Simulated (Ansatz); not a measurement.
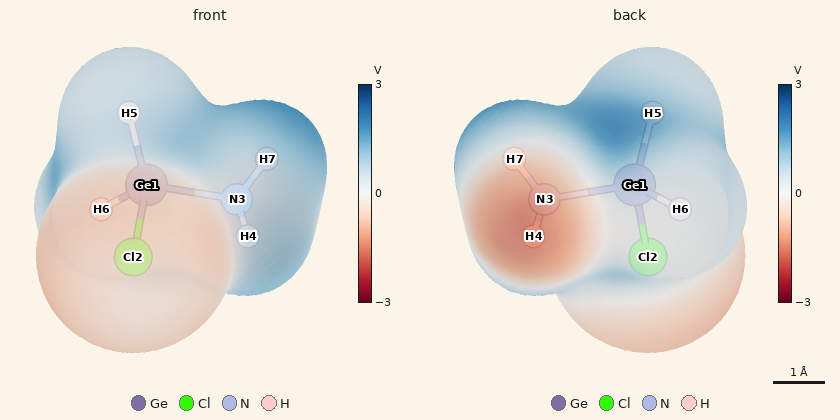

*ClGeH4N. The electrostatic potential painted on the density surface at 0.002 e/bohr³, seen from the front and from behind; the colour scale runs from red (negative) to blue (positive).*

These are results of Ansatz 0.2.0, UKS B3LYP/def2-SVP, not measurements.

Input

```
crystal:
  periodic: [false, false, false]
  atoms:
    - { symbol: Ge, position_ang: [-0.7523, -0.1982, 0.1621] }
    - { symbol: Cl, position_ang: [0.9307, 1.4117, 1.2963] }
    - { symbol: "N", position_ang: [0.7182, -0.5937, -0.741] }
    - { symbol: H, position_ang: [1.3627, 0.3283, -0.0211] }
    - { symbol: H, position_ang: [-1.9859, 0.595, -0.2665] }
    - { symbol: H, position_ang: [-1.0708, -1.136, 1.3032] }
    - { symbol: H, position_ang: [0.7973, -0.4069, -1.7329] }
magnetization:
  spin_polarized: true
basis:
  gaussian: { orbitals: def2-SVP }
hamiltonian:
  xc: b3lyp
relax:
  f_tol: 0.15
  max_steps: 25
  restrain:
    - { distance: [3, 1], at: 2.63, k: 30.0 }
    - { distance: [0, 1], at: 2.22, k: 30.0 }
    - { distance: [3, 2], at: 1.02, k: 30.0 }
output:
  orbitals: {}
```

Run with:

```sh
ansatz run input.yaml --threads 2 --pin off --max-ram 3072MiB --backend cpu --events-out ev --progress --plain --runs-dir out
```

The fields are those of the run's last geometry, not of the input's.

Describe the electrostatic potential map.

Answer. The most negative region (about −1.5 V, or −35 kcal/mol for a unit charge) lies over N3, the most positive (about +2.0 V, or +46 kcal/mol for a unit charge) over Ge1. N3 is the likeliest acceptor of a hydrogen bond.
